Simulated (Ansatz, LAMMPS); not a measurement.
**Glassy 66SiO2-6Al2O3-14Na2O-14Li2O (mol %) (109 atoms): support functions against a reference**

Wanted: errors and times of a linear-scaling basis for glassy 66SiO2-6Al2O3-14Na2O-14Li2O (mol %) (109 atoms). A setting counts as converged where the r.m.s. difference of forces stays under 1 % of the r.m.s. force.

Main program and level: Ansatz 0.2.0; Kohn-Sham DFT, PBE, PAW (set soft_2), plane waves.

**1. The starting structure**

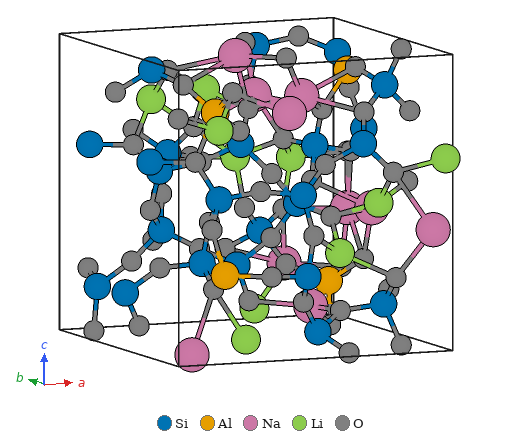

The starting structure, seen slightly off an axis (silicon blue, aluminium orange, sodium pink, lithium green, oxygen grey). Bonds to atoms that aren't drawn are left out. Some periodic images of atoms are drawn too.

The cell holds 109 atoms: 23 Si, 4 Al, 10 Na, 10 Li and 62 O. Its edges and angles: a = 11.072 Å, b = 11.072 Å, c = 11.072 Å, α = 90.0°, β = 90.0°, γ = 90.0°. 109 atoms (23 Si, 4 Al, 10 Na, 10 Li, 62 O) placed at random at 2.41 g/cm³, melted at 4000 K for 10 ps at fixed volume with the Morse and Coulomb pair potential with partial charges (Pedone, Malavasi, Menziani, Cormack and Segre, J. Phys. Chem. B 110, 11780 (2006)). Quenched from 4000 K to 300 K at 50 K/ps and fixed volume, held 10 ps at zero pressure, then minimised at fixed cell.

Limits known from the start: The quench rate of 50 K/ps is many orders above laboratory rates, so the cell is likely richer in defects and strain than a real sample. The starting topology of bonds comes from the classical model, and needn't be the one that DFT or experiment would give. Only the Γ point is sampled, in a cell whose shortest periodic width is 11 Å.

**2. Making the structure**

A classical potential supplies the starting structure, since it reaches far longer times than DFT.

This step: classical MD, Morse and Coulomb pair potential with partial charges (Pedone, Malavasi, Menziani, Cormack and Segre, J. Phys. Chem. B 110, 11780 (2006)) (LAMMPS 22 Jul 2025 - Update 4).

Input file in.lmp:

```
# melt-quench of Si23Al4Na10Li10O62
units metal
atom_style charge
boundary p p p
region box block 0 11.2127 0 11.2127 0 11.2127
create_box 5 box
mass 1 28.0850   # Si
mass 2 26.9815   # Al
mass 3 22.9898   # Na
mass 4 6.9400   # Li
mass 5 15.9990   # O
create_atoms 1 random 23 42231 NULL overlap 1.5 maxtry 2000
create_atoms 2 random 4 42238 NULL overlap 1.5 maxtry 2000
create_atoms 3 random 10 42245 NULL overlap 1.5 maxtry 2000
create_atoms 4 random 10 42252 NULL overlap 1.5 maxtry 2000
create_atoms 5 random 62 42259 NULL overlap 1.5 maxtry 2000
pair_style hybrid/overlay pedone 5.5 coul/long 8.0
pair_coeff * * coul/long
pair_coeff 1 5 pedone 0.340554 2.006700 2.100000 1   # Si-O
pair_coeff 2 5 pedone 0.361581 1.900442 2.164818 0.9   # Al-O
pair_coeff 3 5 pedone 0.023363 1.763867 3.006315 5   # Na-O
pair_coeff 4 5 pedone 0.001114 3.429506 2.681360 1   # Li-O
pair_coeff 5 5 pedone 0.042395 1.379316 3.618701 22   # O-O
set type 1 charge 2.4
set type 2 charge 1.8
set type 3 charge 0.6
set type 4 charge 0.6
set type 5 charge -1.2
kspace_style pppm 1.0e-4
neigh_modify delay 0 every 1 check yes
thermo_style custom step time temp pe press density
thermo_modify norm yes
timestep 0.002
thermo 100
# [... 18 lines left out ...]
thermo 1666
fix md all npt temp 300 300 0.2 iso 0 0 2
run 5000 post no
unfix md
thermo 100
min_style cg
minimize 0 1e-3 2000 20000
write_dump all custom glass.dump id type xs ys zs modify sort id
```

On the command line:

```bash
$ lmp -in in.lmp -log none -nocite
```

Numbers of over 12 decimals in the logs are rounded to 6 here.

Output:

```text
LAMMPS (22 Jul 2025 - Update 4)
Created orthogonal box = (0 0 0) to (11.2127 11.2127 11.2127)
Created 23 atoms
Created 4 atoms
Created 10 atoms
Created 10 atoms
Created 62 atoms
PPPM initialization ...
  G vector (1/distance) = 0.37983137
  grid = 12 12 12
  estimated relative force accuracy = 6.030656e-05
   Step          Time           Temp          PotEng         Press         Density
         0   0              0             -4.8794128      493220.86      2.4089989
        88   0.176          0             -13.4453       -3045.2583      2.4089989
Loop time of 0.396369 s on 1 MPI rank(s) for 88 steps with 109 atoms
Minimization stats:
  Stopping criterion = energy tolerance
  Energy initial, next-to-last, final =
     -4.87941280664017  -13.4441843815693  -13.4452996793956
  Force two-norm initial, final = 258.69451 2.2689269
  Iterations, force evaluations = 88 119
   Step          Time           Temp          PotEng         Press         Density
         0   0              4000          -13.4453        39264.143      2.4089989
       500   1              1988.6572     -13.292877      50154.442      2.4089989
      1000   2              2005.8524     -13.302377      23322.629      2.4089989
Loop time of 1.90131 s on 1 MPI rank(s) for 1000 steps with 109 atoms
[... 3 lines left out ...]
      2499   4.998          3936.4634     -13.013784      65282.777      2.4089989
      3332   6.664          4163.4045     -12.946985      67848.688      2.4089989
      4165   8.33           3716.054      -12.928828      16582.019      2.4089989
      4998   9.996          4840.9834     -12.940748      73056.488      2.4089989
      5831   11.662         4308.8698     -12.947597      64433.114      2.4089989
[... 1 line left out ...]
Loop time of 4.8098 s on 1 MPI rank(s) for 5000 steps with 109 atoms
   Step          Time           Temp          PotEng         Press         Density
[... 12 lines left out ...]
Loop time of 52.0116 s on 1 MPI rank(s) for 37000 steps with 109 atoms
   Step          Time           Temp          PotEng         Press         Density
[... 3 lines left out ...]
     46648   93.296         281.3202      -13.553971     -2603.6121      2.486187
     48000   96             298.96276     -13.555543     -1801.5869      2.5018121
Loop time of 12.8843 s on 1 MPI rank(s) for 5000 steps with 109 atoms
   Step          Time           Temp          PotEng         Press         Density
     48000   96             298.96276     -13.555543     -1802.146       2.5018121
     48014   96.028         298.96276     -13.592312     -2782.4259      2.5018121
Loop time of 0.107078 s on 1 MPI rank(s) for 14 steps with 109 atoms
Minimization stats:
  Stopping criterion = linesearch alpha is zero
  Energy initial, next-to-last, final =
     -13.5555432735828  -13.5923120392091  -13.5923120392091
  Force two-norm initial, final = 12.647709 0.91828376
  Iterations, force evaluations = 14 61
```

Run time: 72 s. Hardware: 1 thread of Intel Xeon at 2.80GHz (Skylake/Cascade Lake), shared host; peak memory 0.33 GiB.

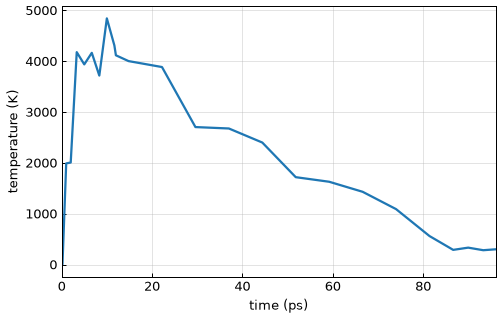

Temperature, plotted against time.

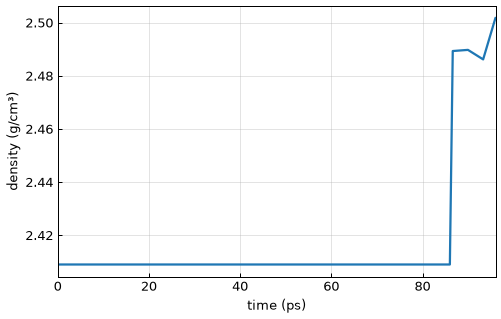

Density, plotted against time.

**3. Plane-wave single point**

The first run fixes the reference, at a cutoff of 420 eV.

Input file input.yaml:

```yaml
crystal:
  lattice:
    - [11.07229, 0.0, 0.0]
    - [0.0, 11.07229, 0.0]
    - [0.0, 0.0, 11.07229]
  atoms:
    - { symbol: Si, position: [0.00692, 0.46353, 0.19083] }
    - { symbol: Si, position: [0.23316, 0.33918, 0.29396] }
    - { symbol: Si, position: [0.58648, 0.17954, 0.06398] }
    - { symbol: Si, position: [0.62103, 0.43747, 0.46382] }
    - { symbol: Si, position: [0.24532, 0.7092, 0.36003] }
    - { symbol: Si, position: [0.96716, 0.89121, 0.90077] }
    - { symbol: Si, position: [0.33263, 0.85661, 0.59728] }
    - { symbol: Si, position: [0.69034, 0.93677, 0.93033] }
    - { symbol: Si, position: [0.4814, 0.02213, 0.27522] }
    - { symbol: Si, position: [0.86671, 0.2639, 0.87209] }
    - { symbol: Si, position: [0.76772, 0.62284, 0.62773] }
    - { symbol: Si, position: [0.23136, 0.19106, 0.52666] }
    - { symbol: Si, position: [0.49025, 0.08141, 0.54193] }
    - { symbol: Si, position: [0.17514, 0.56386, 0.58082] }
    - { symbol: Si, position: [0.44208, 0.5268, 0.25357] }
    - { symbol: Si, position: [0.71452, 0.09246, 0.70273] }
    - { symbol: Si, position: [0.07239, 0.84815, 0.16106] }
    - { symbol: Si, position: [0.64324, 0.79784, 0.32605] }
    - { symbol: Si, position: [0.42315, 0.45206, 0.6717] }
    - { symbol: Si, position: [0.00218, 0.75064, 0.65693] }
    - { symbol: Si, position: [0.12664, 0.51768, 0.9305] }
    - { symbol: Si, position: [0.03527, 0.32065, 0.64917] }
    - { symbol: Si, position: [0.84785, 0.22919, 0.13761] }
    - { symbol: Al, position: [0.19795, 0.06458, 0.28918] }
    - { symbol: Al, position: [0.842, 0.6784, 0.16078] }
    - { symbol: Al, position: [0.85226, 0.54292, 0.88857] }
    - { symbol: Al, position: [0.25203, 0.27232, 0.81009] }
    - { symbol: Na, position: [0.61363, 0.37765, 0.83496] }
    - { symbol: Na, position: [0.0987, 0.11402, 0.02036] }
    - { symbol: Na, position: [0.93655, 0.73689, 0.39458] }
    - { symbol: Na, position: [0.933, 0.00892, 0.41082] }
    - { symbol: Na, position: [0.40555, 0.45647, 0.97188] }
    - { symbol: Na, position: [0.8988, 0.44612, 0.43238] }
    - { symbol: Na, position: [0.58315, 0.7063, 0.79929] }
    - { symbol: Na, position: [0.41062, 0.01305, 0.83128] }
    - { symbol: Na, position: [0.79724, 0.94819, 0.18912] }
    - { symbol: Na, position: [0.68691, 0.47052, 0.10908] }
    - { symbol: Li, position: [0.79537, 0.8875, 0.55444] }
    - { symbol: Li, position: [0.54484, 0.779, 0.58284] }
    - { symbol: Li, position: [0.81804, 0.2028, 0.48388] }
    - { symbol: Li, position: [0.16654, 0.04552, 0.78162] }
    - { symbol: Li, position: [0.982, 0.01742, 0.6477] }
    - { symbol: Li, position: [0.22647, 0.75216, 0.79697] }
    - { symbol: Li, position: [0.33462, 0.20365, 0.04764] }
    - { symbol: Li, position: [0.67026, 0.18657, 0.32409] }
    - { symbol: Li, position: [0.58262, 0.70353, 0.07705] }
    - { symbol: Li, position: [0.38184, 0.65619, 0.83572] }
    - { symbol: O, position: [0.31007, 0.52295, 0.60945] }
    - { symbol: O, position: [0.24138, 0.93691, 0.67129] }
    - { symbol: O, position: [0.00484, 0.54167, 0.85917] }
    - { symbol: O, position: [0.76755, 0.56346, 0.75861] }
    - { symbol: O, position: [0.34787, 0.4091, 0.24377] }
    - { symbol: O, position: [0.24562, 0.30648, 0.4359] }
    - { symbol: O, position: [0.70054, 0.25306, 0.12008] }
    - { symbol: O, position: [0.49797, 0.55437, 0.12654] }
    - { symbol: O, position: [0.81074, 0.0618, 0.60482] }
    - { symbol: O, position: [0.1855, 0.38741, 0.89287] }
    - { symbol: O, position: [0.60378, 0.83145, 0.95859] }
    - { symbol: O, position: [0.83235, 0.90817, 0.95808] }
    - { symbol: O, position: [0.91867, 0.34922, 0.16829] }
    - { symbol: O, position: [0.48208, 0.52482, 0.77984] }
    - { symbol: O, position: [0.45319, 0.94238, 0.56746] }
    - { symbol: O, position: [0.28592, 0.79983, 0.46927] }
    - { symbol: O, position: [0.89727, 0.19498, 0.00025] }
    - { symbol: O, position: [0.70224, 0.71486, 0.21966] }
    - { symbol: O, position: [0.00415, 0.012, 0.83455] }
    - { symbol: O, position: [0.13197, 0.683, 0.65717] }
    - { symbol: O, position: [0.56403, 0.90684, 0.25583] }
    - { symbol: O, position: [0.75664, 0.86412, 0.38416] }
    - { symbol: O, position: [0.38688, 0.76443, 0.69414] }
    - { symbol: O, position: [0.52268, 0.41997, 0.5713] }
    - { symbol: O, position: [0.22715, 0.61585, 0.91173] }
    - { symbol: O, position: [0.96683, 0.79266, 0.79234] }
    - { symbol: O, position: [0.54632, 0.48046, 0.346] }
    - { symbol: O, position: [0.1632, 0.61209, 0.44289] }
    - { symbol: O, position: [0.3646, 0.14865, 0.55268] }
    - { symbol: O, position: [0.9108, 0.64968, 0.5984] }
    - { symbol: O, position: [0.70802, 0.74999, 0.63771] }
    [... 25 atom lines left out ...]
    - { symbol: O, position: [0.53093, 0.08566, 0.4017] }
    - { symbol: O, position: [0.06387, 0.85847, 0.01082] }
    - { symbol: O, position: [0.16464, 0.09725, 0.44008] }
    - { symbol: O, position: [0.9595, 0.28394, 0.53933] }
    - { symbol: O, position: [0.91999, 0.56433, 0.24481] }
    - { symbol: O, position: [0.55973, 0.73459, 0.4154] }
kpoints:
  mp_grid: { grid: [1, 1, 1] }
hamiltonian:
  xc: pbe
scf:
  occupations: { method: fixed }
output:
  forces: true
  stress: true
  populations: true
  dos:
    method: { smearing: { sigma: 0.08 } }
    de: 0.1
    projected: { site_lists: { Al: [Al], Li: [Li], Na: [Na], O: [O], Si: [Si] } }
  eigenvalues: true
  write_density: true
  write_potential: true
  volumetric_format: npy
  elf: true
```

On the command line:

```bash
$ ansatz run input.yaml --threads 4 --pin off --max-ram 8192MiB --backend cpu --events-out ev --progress --plain --runs-dir out
```

Output:

```text
Engine: ansatz 0.2.0, aarch64-unknown-linux-gnu
Pseudopotentials: kind: paw
Pseudopotential: Si, paw, valence charge 4, recommended cutoff 420 eV (normal), Si.paw.azcp
Pseudopotential: Al, paw, valence charge 3, recommended cutoff 420 eV (normal), Al.paw.azcp
Pseudopotential: Na, paw, valence charge 9, recommended cutoff 420 eV (normal), Na.paw.azcp
Pseudopotential: Li, paw, valence charge 3, recommended cutoff 420 eV (normal), Li.paw.azcp
Pseudopotential: O, paw, valence charge 6, recommended cutoff 420 eV (normal), O.paw.azcp
Functional definition: PBE
  parameter kappa = 0.804
  parameter beta = 0.066725
  exchange = pbe_x(kappa = kappa, mu = beta*pi^2/3)
  correlation = pbe_c(beta = beta)
Crystal: 109 atoms, lattice volume = 1357.414 Å³
Basis set: ecut = 420 eV, 26745 PW (Γ), exchange–correlation on 150×150×150 points (8 copies of the dense FFT grid, shifted against one another)
Bands: 407, of which v1, the nominal top of the filled ones, is band 298 counted from 1 (297 counted from 0)
Symmetry: 1 space group operations
Space group: P1 (ITA 1), of the structure as read, at distance tolerance 1.1e-4 Å
k-points: 1
Non-local potential: Si, projectors of the file, l = 0: 2, l = 1: 2, l = 2: 2
Non-local potential: Al, projectors of the file, l = 0: 2, l = 1: 2, l = 2: 1
Non-local potential: Na, projectors of the file, l = 0: 3, l = 1: 2, l = 2: 1
Non-local potential: Li, projectors of the file, l = 0: 3, l = 1: 2, l = 2: 1
Non-local potential: O, projectors of the file, l = 0: 2, l = 1: 2, l = 2: 1
PAW form: soft (Blöchl's): semilocal exchange-correlation on the pseudo side does not see the compensation charge
PAW one-centre angular grid: Si, 110 points (default); XC on 64 Gauss nodes
PAW one-centre angular grid: Al, 110 points (default); XC on 64 Gauss nodes
PAW one-centre angular grid: Na, 110 points (default); XC on 64 Gauss nodes
PAW one-centre angular grid: Li, 110 points (default); XC on 64 Gauss nodes
PAW one-centre angular grid: O, 110 points (default); XC on 64 Gauss nodes
Initial density: superposition of atomic densities (neutral atoms: chi_scale 0, normalization atom), corrected by the library's trained network
Initial wavefunctions: pseudopotential atomic-orbital guess
Functional: x = pbe(κ = 0.804, μ = 0.219515), c = pbe(β = 0.066725)
SCF iter   1: F=—  HF=-68980.860948 eV  |F-HF|=—  |Δ(HF+E_count)|=         —  Δρ=2.00e-3  dr2=8.61e-2  ethr=1.77e-3  ⟨swp⟩=4.0  Hψ=1524  notcnv=0  defer=106
preconditioner: auto → Resta (q_TF=auto, 2.379 Å⁻¹)  ε∞=2.8  [insulator: Δε(μ)=2.700 eV  Ē_g=17.501 eV  n_scr=304 (ndim 8)  ℏωp=23.8 eV  f_vac=0.122  ε∞_Penn≈2.8]
SCF iter   2: F=—  HF=-68980.852987 eV  |F-HF|=—  |Δ(HF+E_count)|=   7.96e-3  Δρ=1.09e-3  dr2=2.15e-2  ethr=1.44e-5  ⟨swp⟩=2.0  Hψ=726  notcnv=0  defer=107
SCF iter   3: F=—  HF=-68980.854211 eV  |F-HF|=—  |Δ(HF+E_count)|=   1.22e-3  Δρ=5.34e-4  dr2=5.78e-3  ethr=3.61e-6  ⟨swp⟩=2.0  Hψ=507  notcnv=0  defer=107
SCF iter   4: F=—  HF=-68980.853705 eV  |F-HF|=—  |Δ(HF+E_count)|=   5.06e-4  Δρ=1.71e-4  dr2=5.03e-4  ethr=9.71e-7  ⟨swp⟩=2.0  Hψ=505  notcnv=0  defer=107
SCF iter   5: F=—  HF=-68980.853772 eV  |F-HF|=—  |Δ(HF+E_count)|=   6.74e-5  Δρ=1.11e-4  dr2=1.36e-4  ethr=8.44e-8  ⟨swp⟩=2.0  Hψ=582  notcnv=0  defer=107
SCF iter   6: F=—  HF=-68980.853758 eV  |F-HF|=—  |Δ(HF+E_count)|=   1.40e-5  Δρ=2.66e-5  dr2=9.62e-6  ethr=2.27e-8  ⟨swp⟩=2.0  Hψ=542  notcnv=0  defer=105
SCF iter   7: F=—  HF=-68980.851354 eV  |F-HF|=—  |Δ(HF+E_count)|=   2.40e-3  Δρ=1.15e-5  dr2=1.62e-6  ethr=1.61e-9  ⟨swp⟩=2.0  Hψ=705  notcnv=0  defer=105
SCF iter   8: F=—  HF=-68980.851356 eV  |F-HF|=—  |Δ(HF+E_count)|=   1.24e-6  Δρ=5.60e-6  dr2=3.72e-7  ethr=2.72e-10  ⟨swp⟩=2.0  Hψ=580  notcnv=0  defer=105
SCF iter   9: F=-68980.851356 eV  HF=-68980.851356 eV  |F-HF|=5.92e-9  |Δ(HF+E_count)|=   1.07e-7  Δρ=2.28e-6  dr2=6.31e-8  ethr=1.68e-11  ⟨swp⟩=21.0  Hψ=3665  notcnv=0
SCF 1 converged in 9 iterations: F = -68980.851356 eV  dr2 = 6.31e-8
  greatest PAW one-centre occupation: 1.000 electrons in one spin orbital (limit 2), on the Li atom at site 40 (counted from 0), in its partial waves of l = 0
WARN: The input density's exchange-correlation potential varies sharply where the density is thin. Do not read a vacuum level from v_tot or v_xc, or from such a field of the output density. On a cell that repeats whose density bears no net charge and no dipole along the vacuum's axis use v_es (v_loc + v_h of the components); [...]
SCF converged after 9 iterations
Free energy (F): -68980.851356 eV
Harris-Foulkes:  -68980.851356 eV  (|F-HF|=5.92e-9)
Internal energy: -68980.851356 eV  (E = F + TS)
E sigma→0 (E₀):  -68980.851356 eV
Fermi energy:    4.726530 eV
--- Per-component energies (eV) ---
  E_band       = -4640.373910
  E_kinetic    = 13673.879679
  E_local      = -45046.499626  (includes V_loc(G=0)·N_el)
  E_nonlocal   = 4408.288542
  E_hartree    = 16487.885475
  E_xc         = -6576.842640
  E_vxc        = -7768.855433  (∫ρ·V_xc dr)
  E_paw        = -26369.618847  (= ΣΔE_a)
  E_vpaw       = -2883.107978  (= ΣTr[D̂ρ^β])
  E_aug_tail   = 0.158539  (compensation charges beyond the density's cutoff)
  E_ewald      = -25558.102477
  E_smearing   = -0.000000  (= −TS)
  E_closure    = -0.000000  (closes the sum)
  Σ components = -68980.851356   (vs F -68980.851356, Δ=0.00e0)
--- Forces (eV/Å), atoms counted from 1 ---
  atom   1  Si     0.94909097    -0.23342358    -2.10156339
  atom   2  Si     0.06448547    -1.14049163     0.49940483
  atom   3  Si     1.62206721    -2.03721872     0.03046634
  atom   4  Si    -0.57734964     0.49581131     0.70190009
  atom   5  Si     0.10433284    -0.42809711     1.39450250
  atom   6  Si    -0.12214177     0.31347422    -0.59537549
  atom   7  Si    -0.30245172     0.72999676     0.07582993
  atom   8  Si     0.58851676     1.57187024    -0.06197264
  atom   9  Si     0.18198371    -0.36769530     0.89251130
  atom  10  Si    -0.30924651     0.48854961     0.23087346
  atom  11  Si     0.37812753     0.74596206     0.37006613
  atom  12  Si     0.06791107     0.65408994    -2.21465384
  atom  13  Si    -1.12070726    -1.61967520    -1.08391508
  atom  14  Si     0.43347931     0.03463092     0.24979109
[...]
atom 108  O     -0.60212440     0.61894773     1.50893429
  atom 109  O     -1.61058017    -1.24908720     1.60469188
  max |Σ_I F_I| component: 1.08e-4 eV/Å
--- Stress (GPa, compression-positive) ---
        6.752183       0.347384       0.020016
        0.347384       7.767904      -0.249500
        0.020013      -0.249501       3.960431
  P = ⅓ Tr σ = 6.1602 GPa (61.602 kbar)
--- Band table (eV) ---
  k-point 0: bands = ["-47.4451", "-47.3404", "-46.8175", "-46.7420", [... 391 levels ...], "14.2849", "14.3224", "14.3414", "14.3932", "14.4162", "14.4880", "14.4989", "14.5657", "14.6201", "14.6872", "14.7148", "14.7499"]
--- Löwdin populations: 109 sites ---
  site symbol       q [e]
     0     Si      2.2596
     1     Si      2.2323
     2     Si      2.3374
[...]
108      O      6.9413
  spilling = 0.010849 (of n_electrons = 596.000000)
```

Elapsed: 21 s, on 4 threads of Arm Neoverse V2, shared host; peak memory 1.8 GiB.

In the SCF lines HF is the Harris–Foulkes energy and dr2 the Hartree energy of the density residual, in eV; the loop may stop once dr2 is under the threshold and the program's other checks hold. Hψ counts applications of the Hamiltonian.

The program notes that the exchange-correlation potential is rough where the density is thin.

Read from the output:

```
free energy                                      : -68980.8514 eV
free energy per atom                             : -632.8518 eV/atom
SCF cycles                                       : 9
pressure                                         : 6.16 GPa
r.m.s. force component                           : 0.8748 eV/Å
longest force                                    : 3.011 eV/Å
Fermi energy                                     : 4.727 eV
gap (highest filled to lowest empty level) : 2.457 eV
spilling of the projection                       : 0.01085
```

The r.m.s. force component of 0.87 eV/Å sets the scale for the differences below.

[end of part 1 of 3]

[Logs are printed without paths, hosts, clocks, repeated set-up lines and the standing remarks that a program may print on its own settings, such as how far it seeks lower states.]

[Hosts, paths, dates, database ids (printed as entryN), source tags and the programs' standing remarks are cut or masked in the printed files.]
